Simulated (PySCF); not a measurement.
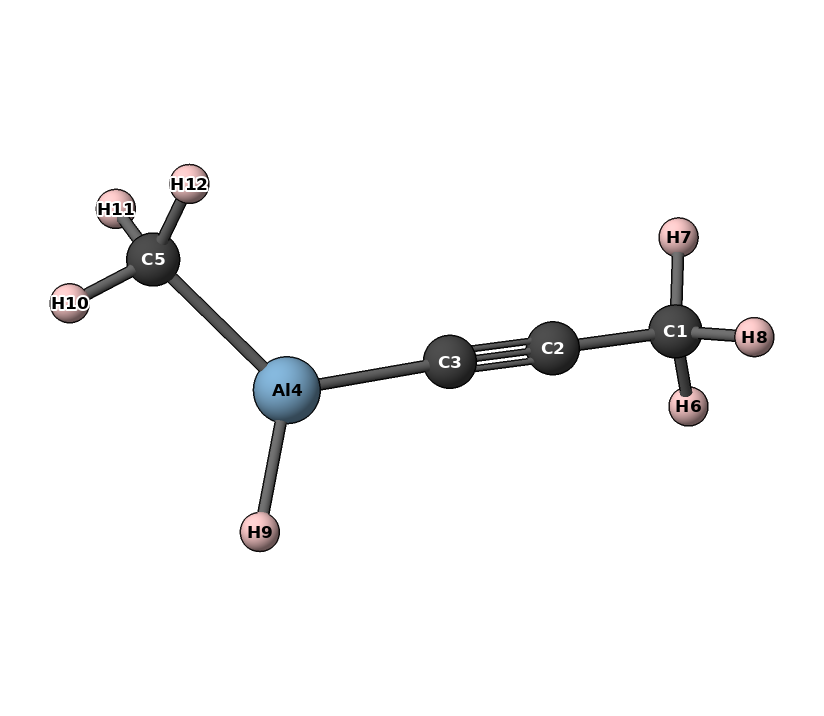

The questions are on isotropic NMR shieldings of the C atoms. The geometry was computed by an optimisation with GFN2-xTB. No frequency run is at hand to confirm it as a minimum. Method: GIAO PBE0/pcSseg-1 NMR shielding, non-relativistic, gas phase (PySCF 2.14.0).

Q: Which C atom is the most shielded (lowest chemical shift)?

A: C5 (192.3 ppm).

Q: Which C atom is the least shielded (highest chemical shift)?

A: C2 (67.3 ppm).

Q: How wide is the range of C shifts?

A: 125.0 ppm.

List the isotropic NMR shieldings of the C atoms.

```json
{"atom": "C1", "σ (ppm)": "180.2"}
{"atom": "C2", "σ (ppm)": "67.3"}
{"atom": "C3", "σ (ppm)": "89.6"}
{"atom": "C5", "σ (ppm)": "192.3"}
```

The geometry is semi-empirical. Around Al such bond lengths and angles can be off by a tenth of an ångström or more and by several degrees, and values that hang on the shape move with them.
